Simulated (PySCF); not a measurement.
```yaml
atoms:
  - { symbol: C, position_ang: [-2.5899, 1.3181, -1.2649] }
  - { symbol: C, position_ang: [-1.3784, 0.8079, -1.0845] }
  - { symbol: N, position_ang: [-1.0424, -0.3252, -0.3586] }
  - { symbol: Si, position_ang: [-2.3153, -1.2396, 0.4073] }
  - { symbol: B, position_ang: [0.3597, -0.6325, -0.1896] }
  - { symbol: C, position_ang: [0.8262, -2.1508, -0.1620] }
  - { symbol: N, position_ang: [1.3168, 0.4209, -0.0381] }
  - { symbol: Si, position_ang: [2.9797, 0.2127, -0.5350] }
  - { symbol: Si, position_ang: [0.9097, 1.8998, 0.8065] }
  - { symbol: H, position_ang: [-3.4734, 0.9052, -0.8118] }
  - { symbol: H, position_ang: [-2.7257, 2.1805, -1.8923] }
  - { symbol: H, position_ang: [-0.5330, 1.2681, -1.5814] }
  - { symbol: H, position_ang: [-3.2063, -1.7655, -0.6331] }
  - { symbol: H, position_ang: [-3.0502, -0.3678, 1.3331] }
  - { symbol: H, position_ang: [-1.7037, -2.3192, 1.1760] }
  - { symbol: H, position_ang: [0.0686, -2.8333, -0.5400] }
  - { symbol: H, position_ang: [1.0652, -2.4567, 0.8560] }
  - { symbol: H, position_ang: [1.7310, -2.3008, -0.7478] }
  - { symbol: H, position_ang: [3.5640, 1.5490, -0.6575] }
  - { symbol: H, position_ang: [3.7171, -0.5757, 0.4580] }
  - { symbol: H, position_ang: [2.9914, -0.4463, -1.8439] }
  - { symbol: H, position_ang: [-0.3925, 1.7556, 1.4497] }
  - { symbol: H, position_ang: [0.9285, 3.0222, -0.1366] }
  - { symbol: H, position_ang: [1.9411, 2.0934, 1.8315] }
```

Geometry: GFN2-xTB.

Theory: PBE0/pcSseg-1, SCF density, gas phase, non-relativistic in PySCF.

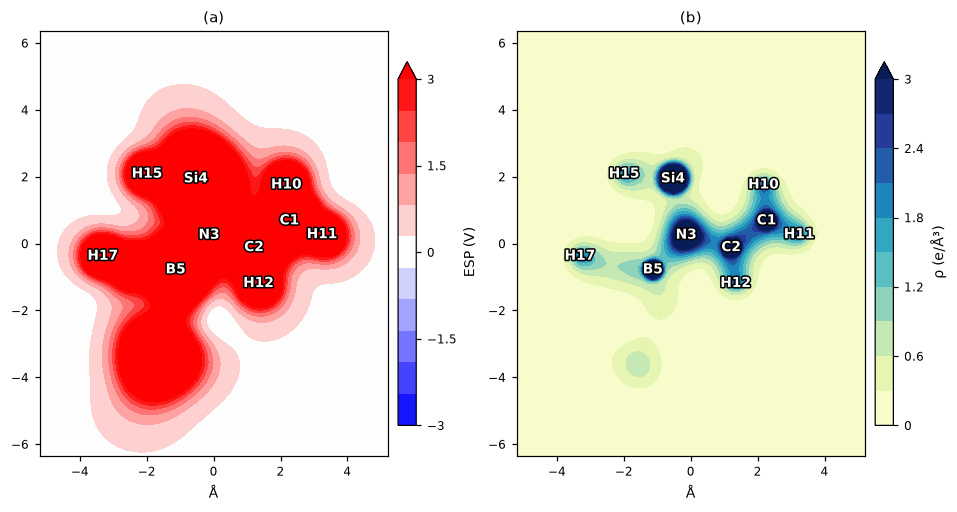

C₃H₁₅BN₂Si₃. (a) electrostatic potential; (b) electron density on the plane of atoms C2, C1 and H11.

> Interpret the plot.

- The plane passes through C, N, Si, B and H nuclei.
- C–C (1.33 Å): ρ at the midpoint is about 2.3 e/Å³.
- C–N (1.39 Å): ρ at the midpoint is about 2.1 e/Å³.
- B–N (1.45 Å): ρ at the midpoint is about 1.8 e/Å³.
- Si–N (1.74 Å): the density is about 1.1 e/Å³ at the midpoint.
- C–H (1.08 Å): ρ at the midpoint is about 2 e/Å³.
- The potential has no marked negative region in this plane.
